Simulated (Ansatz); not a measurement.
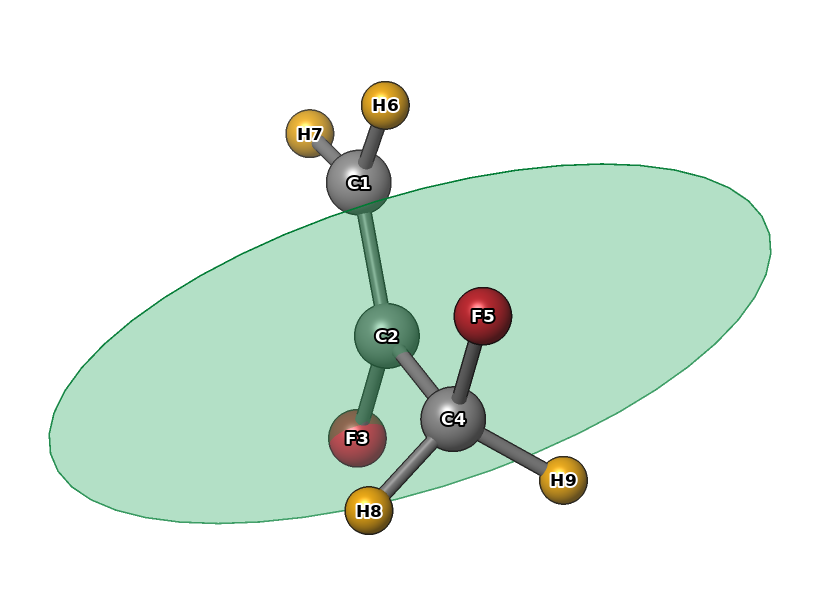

A disc through the centre of mass is drawn in. Depth is shown by fading: the farther an atom, the more it takes the colour of the background. The geometry was computed by an optimisation with PBE-D4/def2-SVP. No frequency run is at hand to confirm it as a minimum.

> Is the plane of the disc a mirror plane of the structure?

No. The point group is Cs, with 1 mirror plane, and this plane isn't one of its mirror planes.
